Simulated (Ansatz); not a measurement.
# Convergence of a linear-scaling basis for Ge(110) slab, H on the bottom face, stepped (75 atoms), part 2 of 3

Wanted: errors and times of a linear-scaling basis for Ge(110) slab, H on the bottom face, stepped (75 atoms). A setting counts as converged where the r.m.s. difference of forces stays under 1 % of the r.m.s. force.

Ansatz 0.2.0; Kohn-Sham DFT, PBE, PAW (set soft_2), plane waves.

The cell: 45 Ge and 30 H. Beside vacuum, support functions can miss their usual error bounds without a warning. The main run has no spin polarisation. Sampling is at Γ alone, for a cell whose shortest periodic width is 17 Å.

So far. Step 3 (Support functions medium): Forces differ from the reference by 1.6 meV/Å r.m.s., 0.33 % of their size, within a tolerance of 1 %; the energy by -1.7 meV/atom. It took 3.3 min and 16 cycles; the reference's time can't be set against it, since the two runs asked for unlike analyses. The two runs also began from different starting densities, which bears on cycles and time.

**5. Support functions medium, spacing 0.411 Å**

The grid spacing sets how fine a wave the support functions can hold.

This step: Kohn-Sham DFT, PBE, PAW (set soft_2), localised support functions (medium) (Ansatz 0.2.0).

Contents of input.yaml:

```yaml
crystal:
  lattice:
    - [20.00405, 0.0, 0.0]
    - [0.0, 16.974, 0.0]
    - [0.0, 0.0, 13.24964]
  atoms:
    [... the 75 atom lines of step 2 ...]
kpoints:
  mp_grid: { grid: [1, 1, 1] }
hamiltonian:
  xc: pbe
scf:
  occupations: { method: fermi_dirac, width: 0.025 }
  eigensolver: { kind: { support_functions: { accuracy: medium, spacing: 0.411 } } }
  mixing: { beta: 0.4 }
  max_iter: 150
output:
  forces: true
  eigenvalues: true
```

Started as:

```sh
$ ansatz run input.yaml --threads 4 --pin off --max-ram 8192MiB --backend cpu --events-out ev --progress --plain --runs-dir out
```

Numbers of over 12 decimals in the logs are rounded to 6 here.

Log:

```text
[...]
Crystal: 75 atoms, lattice volume = 4498.899 Å³
Basis set: ecut = 420 eV, 87935 PW (Γ), exchange–correlation on 270×240×180 points (8 copies of the dense FFT grid, shifted against one another)
Bands: 396, of which v1, the nominal top of the filled ones, is band 330 counted from 1 (329 counted from 0)
Symmetry: 1 space group operations
k-points: 1
[...]
SCF iter   1: F=—  HF=-193647.827943 eV  |F-HF|=—  |Δ(HF+E_count)|=         —  Δρ=2.76e-2  dr2=4.65e1  ethr=1.00e-1
[...]
SCF iter  15: F=-193669.581976 eV  HF=-193669.581955 eV  |F-HF|=2.15e-5  |Δ(HF+E_count)|=   2.61e-4  Δρ=2.59e-6  dr2=7.35e-7  ethr=8.60e-10
SCF 1 converged in 15 iterations: F = -193669.583307 eV  dr2 = 7.35e-7
[...]
SCF converged after 15 iterations
[...]
Free energy (F): -193669.583307 eV
[...]
Internal energy: -193669.419474 eV  (E = F + TS)
E sigma→0 (E₀):  -193669.501390 eV
Entropy (-TS):   -0.163834 eV (-2.184 meV/atom)
Fermi energy:    -1.876517 eV
[...]
--- Forces (eV/Å), atoms counted from 1 ---
  atom   1  Ge     0.67138533    -0.02185830     1.34648923
  atom   2  Ge     0.34556019     0.12017246     0.29666317
  atom   3  Ge    -0.72342393    -0.30090991     0.55499446
  atom   4  Ge    -0.27070642    -0.38118705    -0.59772810
  atom   5  Ge     0.32171281     0.10278068    -0.07667066
  atom   6  Ge     0.33998124    -0.09674368     0.26575320
  atom   7  Ge    -0.40236434     0.28062541    -0.44723096
  atom   8  Ge     0.81932413     0.21008371     0.95448943
  atom   9  Ge    -0.29238957    -0.20258080     0.43750435
  atom  10  Ge    -0.80725316    -0.23348679     0.08130203
  atom  11  Ge    -0.63227195    -0.03532865     0.80216831
  atom  12  Ge     0.31671281    -0.17682321     0.03885459
  atom  13  Ge     0.98003158    -0.38723541     0.14570147
  atom  14  Ge    -1.01017287    -0.37395876    -0.49514306
[...]
atom  74  H      0.04338187     0.13236173    -0.66897519
  atom  75  H      0.00124084    -0.27844452    -0.59471263
  max |Σ_I F_I| component: 4.86e0 eV/Å
--- Band table (eV) ---
[...]
```

The job ended after 70 s (4 threads of Arm Neoverse V1, shared host; peak memory 2.9 GiB).

The program notes that the forces don't sum to zero within tolerance and the grid leaves an egg-box force.

Forces differ from the reference by 212 meV/Å r.m.s., 44 % of their size, far over a tolerance of 1 %; the energy by +435 meV/atom. The two runs also began from different starting densities, which bears on cycles and time. The setting is coarser than the default on purpose.

**6. Support functions medium, spacing 0.343 Å**

The grid spacing sets how fine a wave the support functions can hold.

input.yaml, the sections that differ from step 5:

```yaml
scf:
  occupations: { method: fermi_dirac, width: 0.025 }
  eigensolver: { kind: { support_functions: { accuracy: medium, spacing: 0.343 } } }
  mixing: { beta: 0.4 }
  max_iter: 150
# crystal, kpoints, hamiltonian, output: as in step 5
```

Log:

```text
[...]
Crystal: 75 atoms, lattice volume = 4498.899 Å³
Basis set: ecut = 420 eV, 87935 PW (Γ), exchange–correlation on 270×240×180 points (8 copies of the dense FFT grid, shifted against one another)
Bands: 396, of which v1, the nominal top of the filled ones, is band 330 counted from 1 (329 counted from 0)
Symmetry: 1 space group operations
k-points: 1
[...]
SCF iter   1: F=—  HF=-193673.127919 eV  |F-HF|=—  |Δ(HF+E_count)|=         —  Δρ=2.83e-2  dr2=4.73e1  ethr=1.00e-1
[...]
SCF iter  15: F=-193701.205425 eV  HF=-193701.205389 eV  |F-HF|=3.66e-5  |Δ(HF+E_count)|=   1.91e-4  Δρ=3.15e-6  dr2=6.33e-7  ethr=3.89e-10
SCF 1 converged in 15 iterations: F = -193701.206538 eV  dr2 = 6.33e-7
[...]
SCF converged after 15 iterations
[...]
Free energy (F): -193701.206538 eV
[...]
Internal energy: -193701.041756 eV  (E = F + TS)
E sigma→0 (E₀):  -193701.124147 eV
Entropy (-TS):   -0.164783 eV (-2.197 meV/atom)
Fermi energy:    -1.872658 eV
[...]
--- Forces (eV/Å), atoms counted from 1 ---
  atom   1  Ge     0.50219867    -0.00877414     1.07789304
  atom   2  Ge     0.28733562     0.13224071     0.32542613
  atom   3  Ge    -0.66093147    -0.26066191     0.52100943
  atom   4  Ge    -0.12800398    -0.30575301    -0.47897935
  atom   5  Ge    -0.08546215     0.12944566     0.00914962
  atom   6  Ge    -0.15910026    -0.00720600     0.44797151
  atom   7  Ge    -0.03391849     0.34009259    -0.02102354
  atom   8  Ge     0.43109382     0.28525371     0.83564047
  atom   9  Ge    -0.15053360    -0.14393082     0.33524239
  atom  10  Ge    -0.76764966    -0.26762842     0.40808259
  atom  11  Ge    -0.15053730    -0.00407542     0.65565691
  atom  12  Ge     0.10961174    -0.11788960    -0.02326304
  atom  13  Ge     0.75103434    -0.33790792     0.57066515
  atom  14  Ge    -0.37975794    -0.21653014    -0.57910482
[...]
atom  74  H     -0.00022004     0.07284327    -0.56348578
  atom  75  H      0.04512197    -0.24424658    -0.49177208
  max |Σ_I F_I| component: 2.50e-1 eV/Å
--- Band table (eV) ---
[...]
```

Run time: 86 s. Hardware: 4 threads; peak memory 3.4 GiB; 5.6 min of CPU time.

Forces differ from the reference by 5.7 meV/Å r.m.s., 1.2 % of their size, over a tolerance of 1 %; the energy by +14 meV/atom. The two runs also began from different starting densities, which bears on cycles and time. The setting is coarser than the default on purpose.

**7. Support functions medium, spacing 0.297 Å**

The grid spacing sets how fine a wave the support functions can hold.

input.yaml, the sections that differ from step 6:

```yaml
scf:
  occupations: { method: fermi_dirac, width: 0.025 }
  eigensolver: { kind: { support_functions: { accuracy: medium, spacing: 0.297 } } }
  mixing: { beta: 0.4 }
  max_iter: 150
# crystal, kpoints, hamiltonian, output: as in step 6
```

Log:

```text
[...]
Crystal: 75 atoms, lattice volume = 4498.899 Å³
Basis set: ecut = 420 eV, 87935 PW (Γ), exchange–correlation on 270×240×180 points (8 copies of the dense FFT grid, shifted against one another)
Bands: 396, of which v1, the nominal top of the filled ones, is band 330 counted from 1 (329 counted from 0)
Symmetry: 1 space group operations
k-points: 1
[...]
SCF iter   1: F=—  HF=-193670.070201 eV  |F-HF|=—  |Δ(HF+E_count)|=         —  Δρ=2.85e-2  dr2=4.76e1  ethr=1.00e-1
[...]
SCF iter  15: F=-193702.362858 eV  HF=-193702.362779 eV  |F-HF|=7.83e-5  |Δ(HF+E_count)|=   2.42e-4  Δρ=3.41e-6  dr2=1.29e-6  ethr=9.45e-10
SCF 1 converged in 15 iterations: F = -193702.364045 eV  dr2 = 1.29e-6
[...]
SCF converged after 15 iterations
[...]
Free energy (F): -193702.364045 eV
[...]
Internal energy: -193702.199237 eV  (E = F + TS)
E sigma→0 (E₀):  -193702.281641 eV
Entropy (-TS):   -0.164808 eV (-2.197 meV/atom)
Fermi energy:    -1.873702 eV
[...]
--- Forces (eV/Å), atoms counted from 1 ---
  atom   1  Ge     0.48882294    -0.00399452     1.06955535
  atom   2  Ge     0.28359073     0.13155262     0.31813761
  atom   3  Ge    -0.65306045    -0.25746697     0.51808088
  atom   4  Ge    -0.11391751    -0.30099216    -0.48279156
  atom   5  Ge    -0.07958298     0.13192231     0.00264103
  atom   6  Ge    -0.15314016    -0.00645552     0.44385963
  atom   7  Ge    -0.02420469     0.34597496    -0.02460681
  atom   8  Ge     0.42373431     0.29099651     0.82715882
  atom   9  Ge    -0.14098639    -0.13632698     0.32862457
  atom  10  Ge    -0.76160253    -0.26852521     0.40569112
  atom  11  Ge    -0.15582824     0.00006206     0.64970542
  atom  12  Ge     0.09618635    -0.11204530    -0.02974515
  atom  13  Ge     0.73294545    -0.33402626     0.56760830
  atom  14  Ge    -0.37570286    -0.20120163    -0.58193133
[...]
atom  74  H     -0.00138339     0.07324538    -0.55372351
  atom  75  H      0.03683546    -0.23619335    -0.48377030
  max |Σ_I F_I| component: 1.70e-1 eV/Å
--- Band table (eV) ---
[...]
```

It took 97 s on 4 threads; peak memory 3.7 GiB; 6.4 min of CPU time.

Forces differ from the reference by 5.1 meV/Å r.m.s., 1.1 % of their size, over a tolerance of 1 %; the energy by -1.8 meV/atom. The two runs also began from different starting densities, which bears on cycles and time. The setting is coarser than the default on purpose.

**8. Support functions medium, spacing 0.263 Å**

The grid spacing sets how fine a wave the support functions can hold.

input.yaml, the sections that differ from step 7:

```yaml
scf:
  occupations: { method: fermi_dirac, width: 0.025 }
  eigensolver: { kind: { support_functions: { accuracy: medium, spacing: 0.263 } } }
  mixing: { beta: 0.4 }
  max_iter: 150
# crystal, kpoints, hamiltonian, output: as in step 7
```

Log:

```text
[...]
Crystal: 75 atoms, lattice volume = 4498.899 Å³
Basis set: ecut = 420 eV, 87935 PW (Γ), exchange–correlation on 270×240×180 points (8 copies of the dense FFT grid, shifted against one another)
Bands: 396, of which v1, the nominal top of the filled ones, is band 330 counted from 1 (329 counted from 0)
Symmetry: 1 space group operations
k-points: 1
[...]
SCF iter   1: F=—  HF=-193670.115385 eV  |F-HF|=—  |Δ(HF+E_count)|=         —  Δρ=2.85e-2  dr2=4.81e1  ethr=1.00e-1
[...]
SCF iter  15: F=—  HF=-193702.377163 eV  |F-HF|=—  |Δ(HF+E_count)|=   2.83e-4  Δρ=5.76e-6  dr2=1.87e-6  ethr=1.33e-9  κ⁻¹=9.8e-6(r=7)
SCF iter  16: F=-193702.377313 eV  HF=-193702.377293 eV  |F-HF|=1.97e-5  |Δ(HF+E_count)|=   1.30e-4  Δρ=2.22e-6  dr2=2.99e-7  ethr=2.83e-10
SCF 1 converged in 16 iterations: F = -193702.378419 eV  dr2 = 2.99e-7
[...]
SCF converged after 16 iterations
[...]
Free energy (F): -193702.378419 eV
[...]
Internal energy: -193702.213608 eV  (E = F + TS)
E sigma→0 (E₀):  -193702.296014 eV
Entropy (-TS):   -0.164811 eV (-2.197 meV/atom)
Fermi energy:    -1.874179 eV
[...]
Σ components = -193702.378419   (vs F -193702.378419, Δ=0.00e0)
--- Forces (eV/Å), atoms counted from 1 ---
  atom   1  Ge     0.49744233    -0.00444935     1.07048463
  atom   2  Ge     0.28523168     0.12958117     0.32555830
  atom   3  Ge    -0.65583622    -0.25905236     0.51820793
  atom   4  Ge    -0.12306658    -0.30599181    -0.47546635
[...]
atom  75  H      0.03659939    -0.23885890    -0.48628553
  max |Σ_I F_I| component: 1.34e-2 eV/Å
--- Band table (eV) ---
[...]
```

The job ended after 2.4 min (4 threads; peak memory 4.6 GiB).

Keys that differ from the reference: support_functions.accuracy = "medium", support_functions.spacing = 0.263, scf.max_iter = 150 and scf.mixing.beta = 0.4.

Forces differ from the reference by 1.5 meV/Å r.m.s., 0.30 % of their size, within a tolerance of 1 %; the energy by -2.0 meV/atom. It took 2.4 min and 16 cycles; the reference's time can't be set against it, since the two runs asked for unlike analyses. The two runs also began from different starting densities, which bears on cycles and time.

**9. Cost against change**

Differences are against the plane-wave reference (Kohn-Sham DFT, PBE, PAW (set soft_2), plane waves), whose r.m.s. force component is 0.480 eV/Å. Energies are set beside the reference only for runs with its functional, potentials and electron count. Times are for 4 threads of Arm Neoverse V1, shared host. The reference's time includes the DOS and grids, which some other runs skip.

```tsv
run	Δ force, r.m.s. (meV/Å)	share of r.m.s. force (%)	Δ energy (meV/atom)	cycles	time	host memory (GiB)
reference	-	-	-	13	85 s	4.8
support functions medium	1.59	0.331	-1.73	16	3.3 min	5.4
support functions low	1.61	0.337	-1.73	14	2.8 min	5.3
support functions medium, spacing 0.411 Å	212	44.2	435	15	70 s	2.9
support functions medium, spacing 0.343 Å	5.70	1.19	13.6	15	86 s	3.4
support functions medium, spacing 0.297 Å	5.06	1.05	-1.84	15	97 s	3.7
support functions medium, spacing 0.263 Å	1.45	0.302	-2.03	16	2.4 min	4.6
```

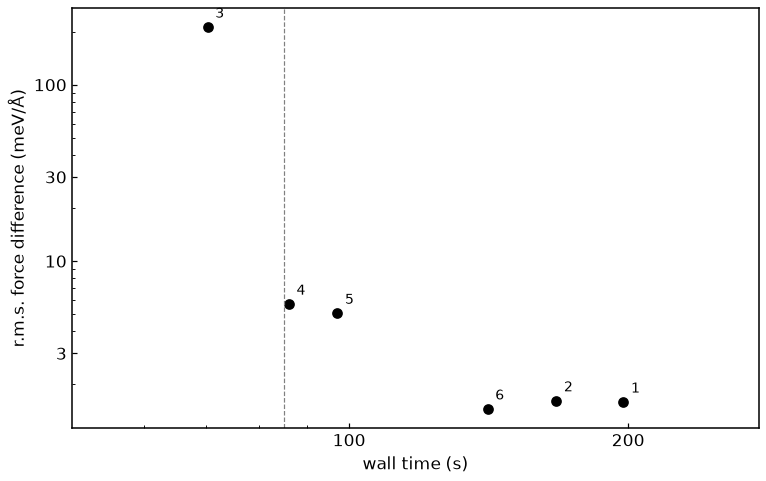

Force difference from the reference against wall time; the dashed line marks the reference's time. Points: 1 support functions medium; 2 support functions low; 3 support functions medium, spacing 0.411 Å; 4 support functions medium, spacing 0.343 Å; 5 support functions medium, spacing 0.297 Å; 6 support functions medium, spacing 0.263 Å.

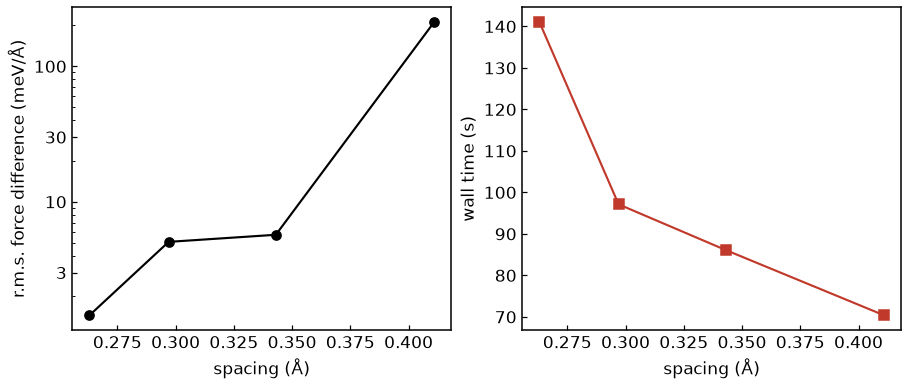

Force difference and time against the spacing.

**10. What the reference run shows**

The comparisons rest on this run, so its electronic structure is set out here.

Neighbours are counted within 2.88 Å (Ge-Ge), 1.89 Å (Ge-H).

Length of the force by element and coordination:

```tsv
element	coordination	atoms	mean length of the force (eV/Å)	spread	least	most
Ge	all	45	0.746	0.388	0.154	1.79
Ge	2	6	0.996	0.106	0.876	1.14
Ge	3	24	0.862	0.404	0.210	1.79
Ge	4	15	0.461	0.239	0.154	1.14
H	all	30	0.695	0.430	0.037	1.81
```

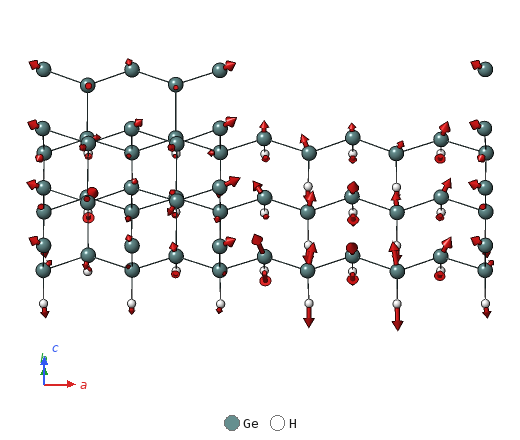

Forces as arrows; the longest in the cell is 1.81 eV/Å. Bonds to atoms that aren't drawn are left out. Some periodic images of atoms are drawn too.

Löwdin charges by element and coordination (they lack the spilled electrons, 0.033 e an atom on average):

```tsv
element	coordination	atoms	mean charge (e)	spread	least	most
Ge	all	45	0.0711	0.0403	-0.0097	0.127
Ge	2	6	0.0359	0.0052	0.0307	0.0432
Ge	3	24	0.0558	0.0382	-0.0097	0.117
Ge	4	15	0.110	0.0127	0.089	0.127
H	all	30	-0.0249	0.005	-0.0349	-0.0169
```

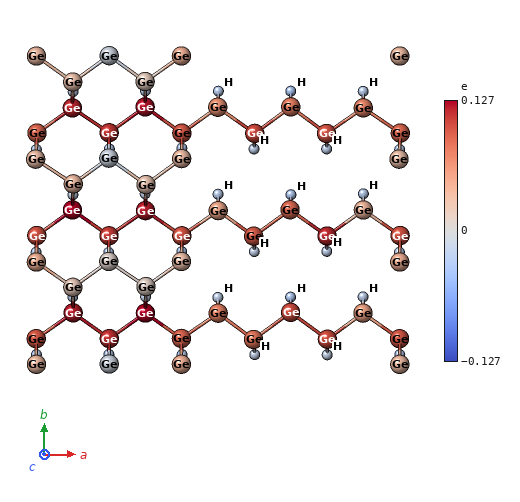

Atoms coloured by Löwdin charge. Bonds to atoms that aren't drawn are left out. Some periodic images of atoms are drawn too.

By region:

```tsv
region	atoms	mean length of the force (eV/Å)
slab	45	0.746
hydrogen	30	0.695
```

Density of states as counts of states in windows of 1 eV (from the Fermi level), total and the larger projections:

```tsv
from (eV)	to (eV)	total	slab	Ge p	Ge s	H s	hydrogen
-14	-12	0.0	0.0	0.0	0.0	0.0	0.0
-12	-11	2.0	1.8	0.2	1.6	0.2	0.2
-11	-10	15.2	13.6	1.9	11.7	1.5	1.5
-10	-9	18.5	16.7	3.4	13.3	1.7	1.7
-9	-8	14.2	12.5	3.0	9.5	1.6	1.6
-8	-7	14.8	11.9	3.6	8.2	2.8	2.8
-7	-6	13.2	10.1	3.2	6.9	3.0	3.0
-6	-5	10.0	8.6	3.4	5.2	1.3	1.3
-5	-4	3.3	2.4	1.4	1.0	0.8	0.8
-4	-3	40.3	27.5	26.0	1.5	12.0	12.0
-3	-2	24.2	21.9	20.8	1.0	2.1	2.1
-2	-1	12.2	11.3	11.0	0.3	0.8	0.8
-1	0	39.2	36.1	32.6	3.5	2.7	2.7
0	1	29.8	27.4	24.3	3.1	2.1	2.1
1	2	9.0	8.5	7.9	0.5	0.4	0.4
2	3	6.9	6.3	4.5	1.7	0.1	0.1
3	4	37.2	28.6	21.0	7.6	3.3	3.3
```

The curve was stored every 0.10 eV, coarse against its broadening of 0.08 eV, so these counts are rough.

Between -25 and -14 eV lie 450 more states.

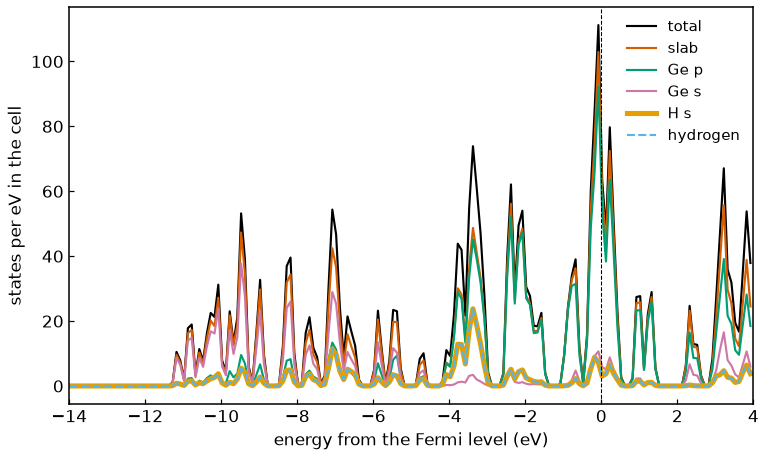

Total and projected density of states, with the broadening of the input.

The levels nearest the highest filled one (over half full), pooled over k-points and spins:

```tsv
level less the highest filled one (eV)	occupation
-0.0894	1.96
-0.0817	1.94
-0.0746	1.92
-0.0495	1.80
-0.0432	1.75
0	1.12
0.012	0.881
0.0236	0.663
0.156	0.005
0.165	0.004
0.196	0.001
0.228	0
```

Planar average of the electrostatic potential energy along the normal, with the Fermi level as zero, after a running mean with a triangular window 4 Å wide at its base:

```tsv
height (Å)	potential energy (eV)
0.0	4.95
0.6	4.94
1.0	4.93
1.6	4.91
2.1	4.90
2.6	4.85
3.1	4.71
3.7	4.25
4.1	3.50
4.7	1.82
5.3	-0.15
5.7	-1.39
6.3	-2.21
6.8	-2.00
7.4	-1.05
7.8	-0.19
8.4	1.03
9.0	2.26
9.4	3.12
10.0	4.11
10.5	4.60
11.0	4.89
11.5	4.95
12.1	4.96
12.5	4.96
13.1	4.95
```

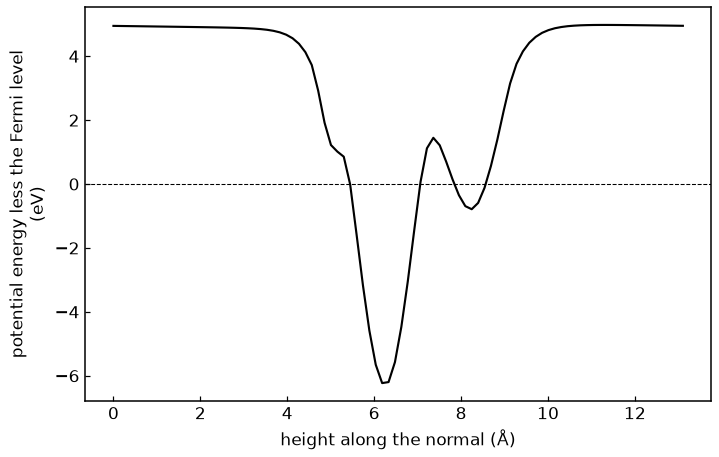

Planar average of the electrostatic potential energy; the dashed line is the Fermi level.

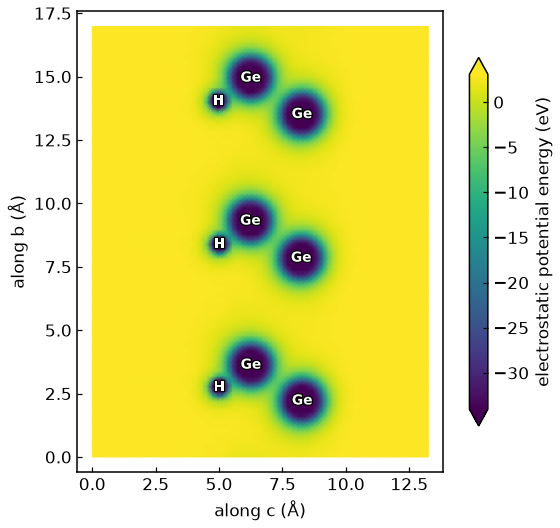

Electrostatic potential energy in the cb plane at fractional x = 0.000, with atoms of Ge and H within 0.2 Å of it. With pseudopotentials it is smooth inside the atoms' cores, unlike the true potential. The map starts off the cell's origin, so that atoms lie inside it.

(Part 2 of 3 ends here.)

[Logs are printed without paths, hosts, clocks, repeated set-up lines and the standing remarks that a program may print on its own settings, such as how far it seeks lower states.]

[Hosts, paths, dates, database ids (printed as entryN), source tags and the programs' standing remarks are cut or masked in the printed files.]
